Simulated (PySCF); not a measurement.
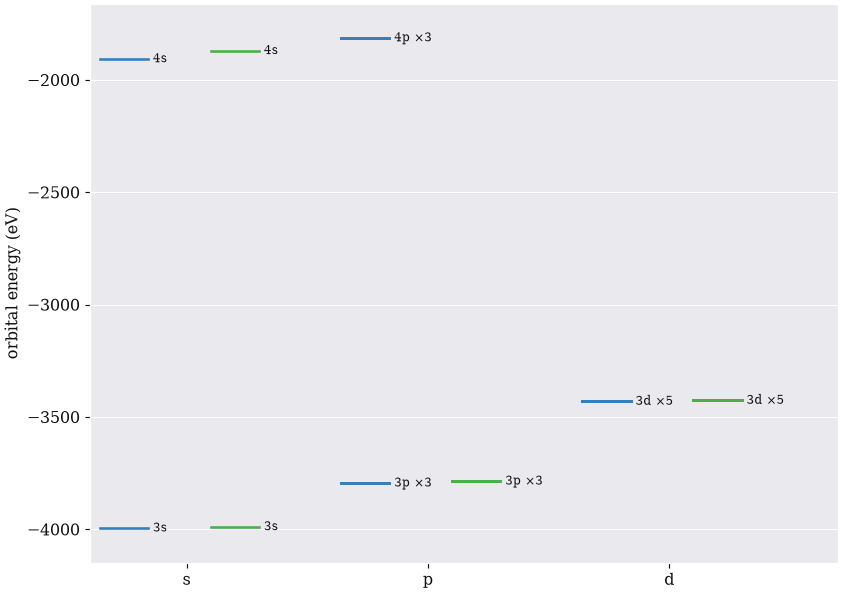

Figure 1. Orbital energies of the mean field, from the top down to −3995 eV, by angular momentum, α spin at the left of each column and β at the right; ×n counts the orbitals under one label. The highest filled orbital is 4p α at −1814 eV, the lowest empty one p β at −1748 eV.

**Hf³⁹⁺: atomic calculation**

Hf³⁹⁺, configuration 1s2 2s2 2p6 3s2 3p6 3d10 4s2 4p3, multiplicity 4. Computed at this level: unrestricted HF, even-tempered 17s12p8d4f4g, non-relativistic, point nucleus (PySCF).

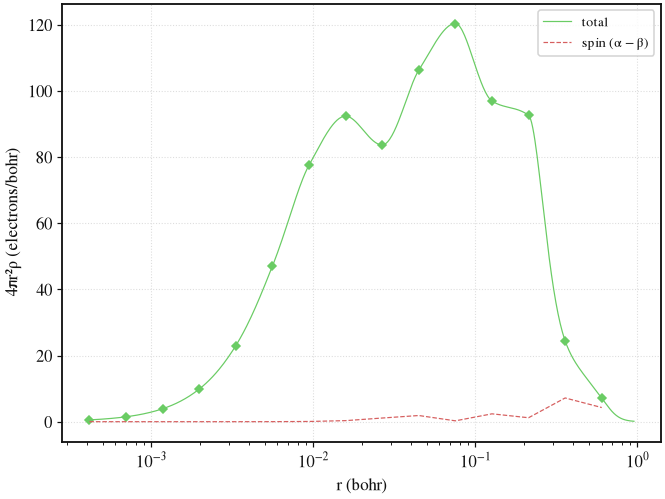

Figure 2. Spherically averaged radial density 4πr²ρ of the mean field and its spin part; markers are the stored points, which are sparse, and the line is a monotone interpolation between them. The largest stored value is 120 electrons/bohr at r = 0.075 bohr. Root-mean-square radii of the shells: 2s 0.0962, 3d 0.201, 3p 0.228, 3s 0.237, 4p 0.474, 4s 0.478 bohr.

These pictures come from the run below.

**Input file**
```python
from pyscf import gto, scf, dft, mp, cc
mol = gto.M(atom="Hf 0 0 0", charge=39, spin=3, symmetry="D2h",
            basis=gto.etbs([(0, 17, 4.1, 2.5), (1, 12, 5.3, 2.5), (2, 8, 9.5, 2.5), (3, 4, 27, 2.7), (4, 4, 40, 2.7)]))
mf = scf.UHF(mol)
mf.irrep_nelec = {'Ag': (6, 6), 'B1g': (1, 1), 'B2g': (1, 1), 'B3g': (1, 1), 'B1u': (3, 2), 'B2u': (3, 2), 'B3u': (3, 2)}
mf.kernel()
```

The script is an equivalent of what the driver set up; the driver started from orbitals of its own, so the log can be shorter than this script's would be, and it computed the properties (radii, ⟨L²⟩, response) afterwards. It held the occupations shell by shell, which the script's counts by irreducible representation don't always enforce.

**Output (extracts)**
```
damping factor = 0
level_shift factor = 0
DIIS = <class 'pyscf.scf.diis.CDIIS'>
diis_start_cycle = 1
diis_space = 10
diis_damp = 0
SCF conv_tol = 1e-09
SCF conv_tol_grad = None
number electrons alpha = 18  beta = 15
cycle= 1 E= -13382.4146128285  delta_E= -1.26e-10  |g|= 1.32e-05  |ddm|= 2.72e-05
converged SCF energy = -13382.4146128285  <S^2> = 3.7500393  2S+1 = 4.0000197
```

**Summary**

- outcome: converged
- total energy: −13382.4146 hartree
- kinetic energy: 13383.0950 hartree
- −E/T (1 by the virial theorem at the basis-set limit): 0.9999
- ⟨S²⟩: 3.750
- SCF iterations: 1
- hardware: 1 CPU thread, shared host
- CPU time: 26 s (integrals apart)

**Remarks**

Relativity is left out, which matters for an atom this heavy.
